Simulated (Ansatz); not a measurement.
# AlN (F-43m): cell relaxations under several functionals, by script

Wanted for AlN (F-43m): cell relaxations under several functionals.

All numbers are computed with the Python package of Ansatz 0.2.0. The levels of theory stand in the script.

## Step 1: The system

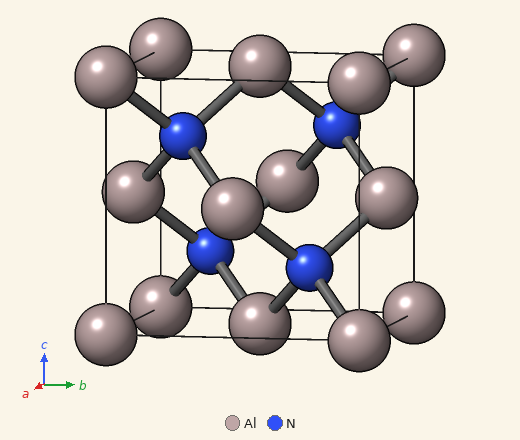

The structure that the script starts from, seen slightly off an axis (aluminium light grey, nitrogen blue). The cell is the conventional one. Atoms on cell faces are repeated.

The script reads aln.extxyz:

```xyz
2
Lattice="0.0 2.18399356 2.18399356 2.18399356 0.0 2.18399356 2.18399356 2.18399356 0.0" Properties=species:S:1:pos:R:3 pbc="T T T"
Al    0.00000000    0.00000000    0.00000000
N     3.27599034    3.27599034    3.27599034
```

## Step 2: The script

aln_lattice.py reads:

```python
# -*- coding: utf-8 -*-
"""Relaxed cell of AlN under several functionals."""

import ansatz as az
import numpy as np

TOLERANCE = 1e-05
FMAX = 0.001

def edges_and_angles(cell):
    cell = np.asarray(cell)
    a, b, c = np.linalg.norm(cell, axis=1)
    cosines = cell[1] @ cell[2] / (b * c), cell[0] @ cell[2] / (a * c), cell[0] @ cell[1] / (a * b)
    return (a, b, c, *np.degrees(np.arccos(cosines)))

xtal = az.Crystal.from_extxyz("aln.extxyz")

setup = xtal.calculation()
setup = setup.scf(tolerance=TOLERANCE).occupations(az.OccupationsMethod.FIXED)
setup = setup.kpoints(7, shift=0.5)
setup = setup.basis(35 * az.Ry).relax(cell=True, force_tolerance=FMAX)

levels = [("lda", "none"), ("pbe", "d4"), ("r2scan", "rvv10")]
print("level            a       b       c    alpha   beta  gamma  V/atom  steps")
for name, dispersion in levels:
    seen = []
    run = setup.functional(name, dispersion=dispersion).session().plan()
    result = run.execute(on_event=lambda e: seen.append(e) if e["event"] == "relax_step" else None)
    cell = result.lattice.cell_ang
    label = name if dispersion == "none" else f"{name}+{dispersion}"
    print("{:13s} {:7.4f} {:7.4f} {:7.4f} {:6.2f} {:6.2f} {:6.2f}".format(label, *edges_and_angles(cell)), f"{abs(np.linalg.det(cell)) / len(result.lattice.sites):7.3f} {len(seen):5d}")
```

## Step 3: Running it

Run with:

```sh
> python aln_lattice.py
```

Log:

```text
level            a       b       c    alpha   beta  gamma  V/atom  steps
DeckWarning: crystal.symmetry: narrowed to the stabiliser of the k-point mesh — unitary ops 24 → 6; excluded 18 operations that carry a point of the 7×7×7 mesh (shift [0.5, 0.5, 0.5]) off the mesh (the run samples exactly the mesh kpoints.mp_grid names, as under crystal.symmetry.detect: false, and its converged state has the mesh's symmetry, not the crystal's; ε∞, the Born charges and the force [...]
DeckWarning: scf.convergence.dr2_threshold = 1e-5 eV is looser than this run's default, which is 1e-7 eV or tighter. The error in the forces grows as the threshold's square root, so leave the key out unless less accurate forces are enough
DeckWarning: relax.cell: scf.convergence.dr2_threshold = 1e-5 eV is looser than the 2e-10 eV advised for a relaxation that steers and ends on the stress (1e-10 eV for each atom of the cell: 2). What an SCF threshold leaves in a stress goes as its square root, and in the free energy as the threshold itself, and one threshold admits the most on a small cell: of the crystals measured, under no [...]
lda            3.0705  3.0705  3.0705  60.00  60.00  60.00  10.236     5
pbe+d4         3.0894  3.0894  3.0894  60.00  60.00  60.00  10.426     4
DeckWarning: basis.ecutwfc = 476.19925930478996 eV is below the records' recommended 500 eV, and the density's cutoff is lower with it unless basis.ecutrho_ratio is high enough to keep the records' density cutoff: compare with a run at a higher cutoff
r2scan+rvv10   3.0864  3.0864  3.0864  60.00  60.00  60.00  10.395     4
```

(Warnings from the package without file and line, shortened.)

Wall time 17 s (1 thread of Arm Neoverse V2, shared host); peak memory 0.44 GiB.

## Step 4: The runs side by side

One row for each of the 3 runs:

```tsv
run	functional	dispersion	energy (eV/atom)	final volume (Å³/atom)	pressure (GPa)	gap on the mesh (eV)	SCF cycles in all	CPU time (s)
1	lda	none	-444.9093	10.24	-0.01	3.59	17	3
2	pbe	d4	-462.4120	10.43	0.01	3.66	12	3.9
3	r2scan	rvv10	-463.9038	10.39	-0.02	4.24	12	9.2
```

Totals hang on method, basis and potentials, so only like runs compare.

## Step 5: The relaxation of run 1, step by step

Relaxation path:

```csv
step,energy from step 1 (eV/cell),largest force component (eV/Å),pressure (GPa),volume (Å³)
1,0.0000,0.0005,-3.59,20.83
2,-0.0031,0.0002,-1.85,20.65
3,-0.0043,0.0000,0.08,20.46
4,-0.0043,0.0000,0.00,20.47
5,-0.0042,0.0000,-0.01,20.47
```

Step 1 is the start. Step 5 repeats the geometry before it on a plane-wave basis chosen anew for that cell, so its energy need not be comparable with the rows above.

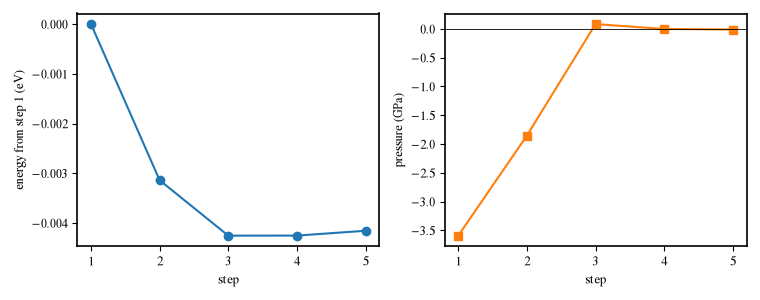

Energy and pressure along the relaxation.

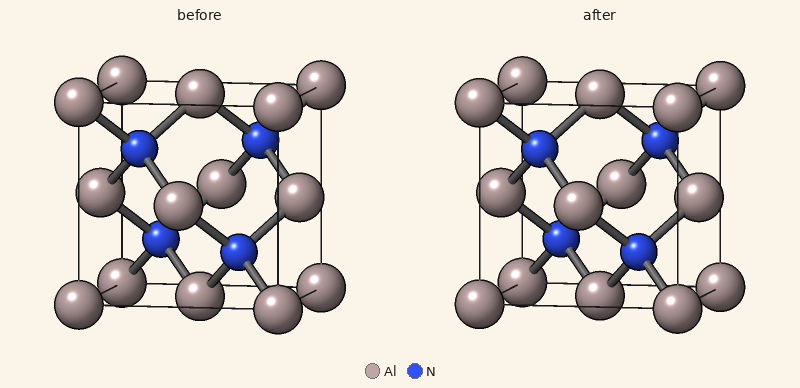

The structure before (left) and after (right) the relaxation, drawn at the same scale. The change is too small to see at this scale.

Lengths and angles in the start's conventional setting:

|  | before | after | change |
| --- | --- | --- | --- |
| a (Å) | 4.368 | 4.342 | -0.6 % |
| b (Å) | 4.368 | 4.342 | -0.6 % |
| c (Å) | 4.368 | 4.342 | -0.6 % |
| volume (Å³/atom) | 10.42 | 10.24 | -1.7 % |
| shortest distance (Å) | 1.891 | 1.880 | -0.6 % |
| space group (0.01 Å) | F-43m | F-43m | same |

## Step 6: How the relaxation of run 3 went

Step by step:

```
step  energy from step 1 (eV/cell)  largest force component (eV/Å)  pressure (GPa)  volume (Å³)
   1                        0.0000                          0.0004           -0.47        20.83
   2                       -0.0001                          0.0002           -0.22        20.81
   3                       -0.0001                          0.0000           -0.01        20.79
   4                       -0.0001                          0.0000           -0.02        20.79
```

Step 1 is the start. Step 4 repeats the geometry before it on a plane-wave basis chosen anew for that cell, so its energy need not be comparable with the rows above. The cutoff lies under the recommended one, as the log warns, so the cell and pressures carry a basis error.

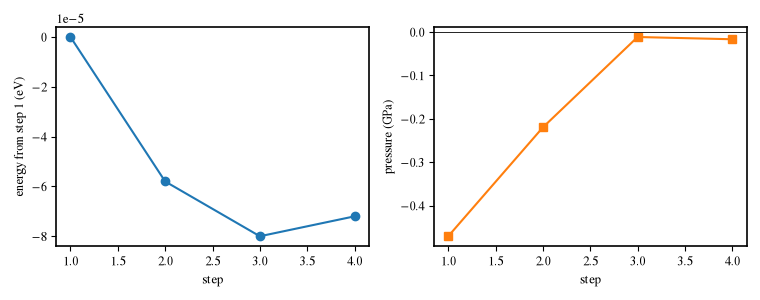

Energy and pressure along the relaxation.

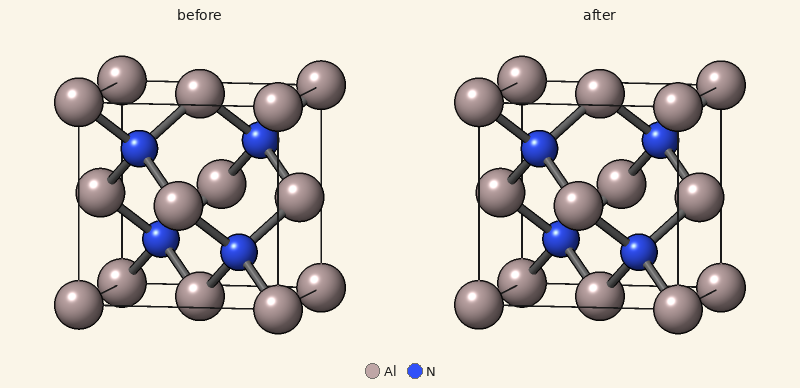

Before and after, at one scale. The change is too small to see at this scale.

Lengths and angles in the start's conventional setting:

|  | before | after | change |
| --- | --- | --- | --- |
| a (Å) | 4.368 | 4.365 | -0.1 % |
| b (Å) | 4.368 | 4.365 | -0.1 % |
| c (Å) | 4.368 | 4.365 | -0.1 % |
| volume (Å³/atom) | 10.42 | 10.39 | -0.2 % |
| shortest distance (Å) | 1.891 | 1.890 | -0.1 % |
| space group (0.01 Å) | F-43m | F-43m | same |

## Step 7: Summary of results

| quantity | value |
| --- | --- |
| runs compared | 3 |
| AlN (run 1): relaxed volume, space group | 10.24 Å³/atom, F-43m |
| AlN (run 2): relaxed volume, space group | 10.43 Å³/atom, F-43m |
| AlN (run 3): relaxed volume, space group | 10.39 Å³/atom, F-43m |

What this shows: Run 3 has a cutoff under the recommended one, so what rests on it isn't a property of the system. From smallest to largest: LDA (10.24 Å³ an atom, -1.7 % against the start), r2SCAN+RVV10 (10.39 Å³ an atom, -0.2 % against the start) and PBE+D4 (10.43 Å³ an atom, +0.1 % against the start). The spread is 1.9 % in volume. In run 1, the volume shrank by 1.7 % over 3 moves, and the space group stayed F-43m. Reading the output:
- The cutoff lies under the one recommended for these potentials in some of the runs.
- Edges and angles that the script prints are those of the cell as typed, here a primitive one.
- This cell is a computed structure, which may not be the phase found in nature.
